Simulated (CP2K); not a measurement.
**BSiH4Br (SMILES [SiH3]BBr) at GFN1-xTB**

What is the vertical ionisation energy of BSiH4Br at GFN1-xTB? The job is set up through an ASE script.

Program for the calculation: CP2K 2026.2.

4 further runs of the same task are left out: 1 that didn't finish, 3 set aside as unsound or not needed.

### 1 The structure to begin with

The species is BSiH4Br (7 atoms), meant as a singlet with charge 0. SMILES: `[SiH3]BBr`. The shape is that of a GFN2-xTB optimisation.

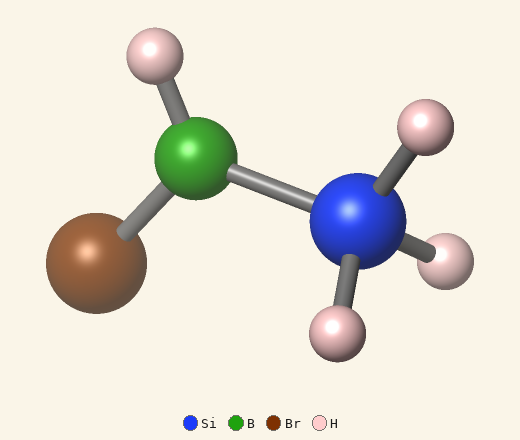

Viewed from a chosen angle; silicon blue, boron green, bromine brown, hydrogen pink.

### 2 Energy and forces at GFN1-xTB

File molecule.xyz:

```xyz
7

Si    -0.659470     0.480060    -0.224810
B      0.866360    -0.535210     0.512190
Br     1.764520    -1.784880    -0.540840
H     -1.726370    -0.421060    -0.684830
H     -0.254800     1.266740    -1.398940
H     -1.266770     1.412290     0.729720
H      1.276520    -0.417940     1.607500
```

File job.py:

```python
import numpy as np
from ase.io import read
from ase.calculators.cp2k import CP2K

atoms = read("molecule.xyz")
atoms.set_cell([15.5, 15.2, 15.0])
atoms.center()
inp = """
&FORCE_EVAL
  METHOD QUICKSTEP
  &DFT
    &QS
      METHOD XTB
      EPS_DEFAULT 1.0E-10
      &XTB
        GFN_TYPE TBLITE
        &TBLITE
          METHOD GFN1
        &END TBLITE
        CHECK_ATOMIC_CHARGES F
      &END XTB
    &END QS
    # no periodic images
    &POISSON
      PERIODIC NONE
      POISSON_SOLVER ANALYTIC
    &END POISSON
    &SCF
      SCF_GUESS ATOMIC
      EPS_SCF 1.0E-06
      MAX_SCF 150
      ADDED_MOS 2
      &DIAGONALIZATION
        ALGORITHM STANDARD
      &END DIAGONALIZATION
      &MIXING
        METHOD DIRECT_P_MIXING
        ALPHA 0.4
      &END MIXING
      &SMEAR ON
        METHOD FERMI_DIRAC
        ELECTRONIC_TEMPERATURE [K] 300
      &END SMEAR
    &END SCF
    # extra output
    &PRINT
      &MOMENTS
        PERIODIC F
        REFERENCE COM
        MAX_MOMENT 1
      &END MOMENTS
      &MO ON
        ENERGIES T
        OCCUPATION_NUMBERS T
        NDIGITS 6
        &EACH
          QS_SCF 0
        &END EACH
        ADD_LAST NUMERIC
      &END MO
      &HIRSHFELD OFF
      &END HIRSHFELD
    &END PRINT
  &END DFT
  # structure
  &SUBSYS
  &END SUBSYS
&END FORCE_EVAL
"""
cp2k = CP2K(command="cp2k.psmp -s", label="mol", inp=inp, basis_set=None, basis_set_file=None, potential_file=None, pseudo_potential=None, xc=None, cutoff=None, max_scf=None, charge=None, uks=False,
            force_eval_method=None, print_level="LOW", poisson_solver=None, stress_tensor=False)
atoms.calc = cp2k
e = atoms.get_potential_energy()
f = atoms.get_forces()
print(f"energy = {e:.6f} eV")
print("forces (eV/angstrom):")
for s, v in zip(atoms.get_chemical_symbols(), f):
    print(f"{s:2s} {v[0]:10.5f} {v[1]:10.5f} {v[2]:10.5f}")
```

On the command line:

```console
$ OMP_NUM_THREADS=1 python job.py
```

The log of the run:

```text
energy = -252.717601 eV
forces (eV/angstrom):
Si   -0.27045    0.09972   -0.31180
B    -1.40425    1.74345    1.19002
Br    1.29649   -1.83619   -1.59885
H     0.14757    0.17974    0.04523
H    -0.11393   -0.11380    0.16936
H     0.05146   -0.08692   -0.10509
H     0.29310    0.01400    0.61113
```

mol.out, shortened:

```text
CP2K| version string:                                       CP2K version 2026.2
[...]
 GLOBAL| Method name                                                        CP2K
[...]
 GLOBAL| Run type                                                   ENERGY_FORCE
[...]
 *** WARNING in qs_kind_types.F:2330 :: Information provided in the input ***
 *** file regarding BASIS for KIND <Si> will be ignored!                  ***
 *** WARNING in qs_kind_types.F:2330 :: Information provided in the input ***
 *** file regarding BASIS for KIND <B> will be ignored!                   ***
 *** WARNING in qs_kind_types.F:2330 :: Information provided in the input ***
 *** file regarding BASIS for KIND <Br> will be ignored!                  ***
 *** WARNING in qs_kind_types.F:2330 :: Information provided in the input ***
 *** file regarding BASIS for KIND <H> will be ignored!                   ***
[...]
                             - Atoms:                                          7
[...]
                             - Spherical basis functions:                     30
[...]
 Number of electrons:                                                         18
[...]
  *** SCF run converged in    14 steps ***
[...]
  Fermi energy:                                                -0.35433306768922
[...]
 TB_DIPOLE| Moment [Debye]          0.37449365      -0.18488656       0.32578743
 TB_DIPOLE| Derivative [a.u.]       0.00000000       0.00000000       0.00000000
[...]
 ENERGY| Total FORCE_EVAL ( QS ) energy [hartree]             -9.287201360760067
[...]
```

It took 1.4 s on 1 thread of Arm Neoverse N1, shared host; peak memory 0.14 GiB.

### 3 The doublet cation, same level

molecule.xyz is that of step 2.

File run.py:

```python
import numpy as np
from ase.io import read
from ase.calculators.cp2k import CP2K

atoms = read("molecule.xyz")
atoms.set_cell([15.5, 15.2, 15.0])
atoms.center()
inp = """
&FORCE_EVAL
   METHOD Quickstep
   &DFT
      CHARGE 1
      MULTIPLICITY 2
      UKS T
      &QS
         METHOD XTB
         EPS_DEFAULT 1.0E-10
         &XTB
            GFN_TYPE TBLITE
            &TBLITE
               METHOD GFN1
            &END TBLITE
            CHECK_ATOMIC_CHARGES F
         &END XTB
      &END QS
      &POISSON
         PERIODIC NONE
         POISSON_SOLVER ANALYTIC
      &END POISSON
      &SCF
         SCF_GUESS ATOMIC
         EPS_SCF 1.0E-06
         MAX_SCF 150
         ADDED_MOS 8
         &DIAGONALIZATION
            ALGORITHM STANDARD
         &END DIAGONALIZATION
         &MIXING
            METHOD DIRECT_P_MIXING
            ALPHA 0.4
         &END MIXING
         &SMEAR ON
            METHOD FERMI_DIRAC
            ELECTRONIC_TEMPERATURE [K] 300
         &END SMEAR
      &END SCF
      &PRINT
         &MOMENTS
            PERIODIC F
            REFERENCE COM
            MAX_MOMENT 1
         &END MOMENTS
         &MO ON
            ENERGIES T
            OCCUPATION_NUMBERS T
            NDIGITS 6
            &EACH
               QS_SCF 0
            &END EACH
            ADD_LAST NUMERIC
         &END MO
         &HIRSHFELD OFF
         &END HIRSHFELD
      &END PRINT
   &END DFT
   &SUBSYS
   &END SUBSYS
&END FORCE_EVAL
"""
calc = CP2K(command="cp2k.psmp -s", label="gas", inp=inp, basis_set=None, basis_set_file=None, potential_file=None, pseudo_potential=None, xc=None, cutoff=None, max_scf=None, charge=None, uks=False,
            force_eval_method=None, print_level="LOW", poisson_solver=None, stress_tensor=False)
atoms.calc = calc
e = atoms.get_potential_energy()
f = atoms.get_forces()
print(f"energy = {e:.6f} eV")
print("forces (eV/angstrom):")
for s, v in zip(atoms.get_chemical_symbols(), f):
    print(f"{s:2s} {v[0]:10.5f} {v[1]:10.5f} {v[2]:10.5f}")
```

On the command line:

```console
$ OMP_NUM_THREADS=1 python run.py
```

The log of the run:

```text
energy = -238.415982 eV
forces (eV/angstrom):
Si   -1.59620    1.05775   -0.76357
B     0.47607    0.00726    0.97477
Br    0.58498   -0.99792   -1.10922
H     0.19926   -0.26119    0.14835
H     0.33692   -0.10224    0.07972
H     0.18841   -0.08645    0.18013
H    -0.18944    0.38277    0.48983
```

gas.out, shortened:

```text
CP2K| version string:                                       CP2K version 2026.2
[...]
 GLOBAL| Method name                                                        CP2K
[...]
 GLOBAL| Run type                                                   ENERGY_FORCE
[...]
 *** WARNING in qs_kind_types.F:2330 :: Information provided in the input ***
 *** file regarding BASIS for KIND <Si> will be ignored!                  ***
 *** WARNING in qs_kind_types.F:2330 :: Information provided in the input ***
 *** file regarding BASIS for KIND <B> will be ignored!                   ***
 *** WARNING in qs_kind_types.F:2330 :: Information provided in the input ***
 *** file regarding BASIS for KIND <Br> will be ignored!                  ***
 *** WARNING in qs_kind_types.F:2330 :: Information provided in the input ***
 *** file regarding BASIS for KIND <H> will be ignored!                   ***
[...]
                             - Atoms:                                          7
[...]
                             - Spherical basis functions:                     30
[...]
 Number of electrons:                                                          9
[...]
  *** SCF run converged in    17 steps ***
[...]
  Fermi energy:                                                -0.64122147549881
[...]
 TB_DIPOLE| Moment [Debye]         -3.51622685       4.12425496       2.36184552
 TB_DIPOLE| Derivative [a.u.]       0.00000000       0.00000000       0.00000000
[...]
 ENERGY| Total FORCE_EVAL ( QS ) energy [hartree]             -8.761626515901446
[...]
```

Wall time 1.4 s (1 thread of Arm Neoverse N1, shared host); peak memory 0.14 GiB.

### 4 Summary of results

Level: GFN1-xTB.

```
                                                  quantity        value
                             singlet BSiH4Br: total energy  -9.28720 Eh
singlet BSiH4Br: dipole moment (from atomic charges alone)       0.53 D
                              singlet BSiH4Br: HOMO energy    -11.29 eV
                              singlet BSiH4Br: LUMO energy     -8.75 eV
                            singlet BSiH4Br: HOMO–LUMO gap      2.55 eV
                              doublet cation: total energy  -8.76163 Eh
        doublet cation: HOMO energy (highest over α and β)    -17.58 eV
         doublet cation: LUMO energy (lowest over α and β)    -17.31 eV
        vertical ionisation energy (to the doublet cation)    14.302 eV
```

The vertical ionisation energy comes to 14.30 eV (330 kcal/mol). No empirical shift is applied, and without it xTB methods put this difference several eV too high. The dipole (singlet BSiH4Br) comes from point charges on the atoms alone, without atomic dipoles, so it is partial.
